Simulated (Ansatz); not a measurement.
CH₃AlO₂S (SMILES O=[C](S)[AlH][OH])

The calculation's input:

```
crystal:
  periodic: [false, false, false]
  atoms:
    - {symbol: O, position_ang: [1.300590, -1.341448, 1.495675]}
    - {symbol: C, position_ang: [0.828545, -0.423445, 0.877903]}
    - {symbol: S, position_ang: [1.070362, 1.263644, 1.489339]}
    - {symbol: Al, position_ang: [-0.247367, -0.760153, -0.789404]}
    - {symbol: O, position_ang: [-1.474010, 0.317047, -1.218154]}
    - {symbol: H, position_ang: [0.407137, 1.858101, 0.484087]}
    - {symbol: H, position_ang: [0.023852, -2.016486, -1.689851]}
    - {symbol: H, position_ang: [-1.817009, 1.045639, -0.705395]}
basis:
  gaussian: {orbitals: def2-TZVPP}
hamiltonian: {xc: pbe0, dispersion: d4}
output: {orbitals: {seedname: orbitals}}
```

Run with:

```sh
ansatz run in.yaml --threads 2 --pin off --events-out ev --progress --plain --max-ram 4352MiB
```

Geometry: PBE0-D4/def2-TZVP.

Method: RKS PBE0-D4/def2-TZVPP (Ansatz).

Predict the electron density and electron localisation function between the atoms.

C–O (1.20 Å): ρ at the midpoint is about 3.4 e/Å³; the ELF peaks at about 0.85 between the atoms: a short, multiple covalent bond.
C–S (1.81 Å): ρ at the midpoint is about 1.3 e/Å³; the ELF peaks at about 0.90 between the atoms (a shared electron pair).
C–Al (2.01 Å): ρ at the midpoint is about 0.68 e/Å³; the ELF peaks at about 1 between the atoms: a shared but strongly polarised pair.
S–H (1.34 Å): the density is about 1.5 e/Å³ at the midpoint; the ELF climbs to about 1 towards the hydrogen, as it does in any bond to H.

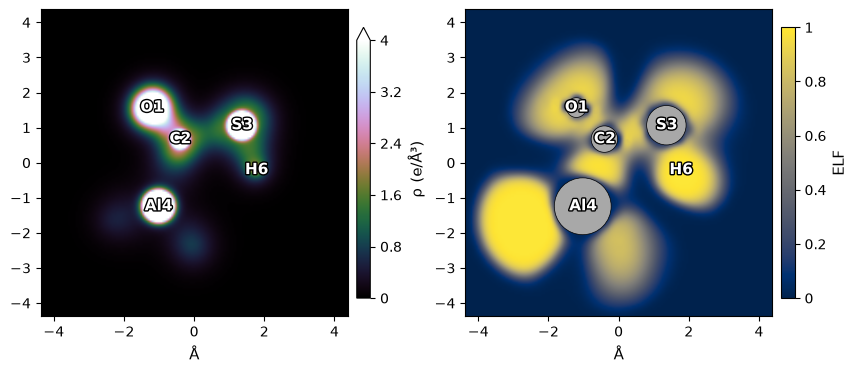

Computed electron density and electron localisation function on the plane of atoms C2, S3 and H6, in this order. Grey discs cover the atomic cores in the ELF map. 
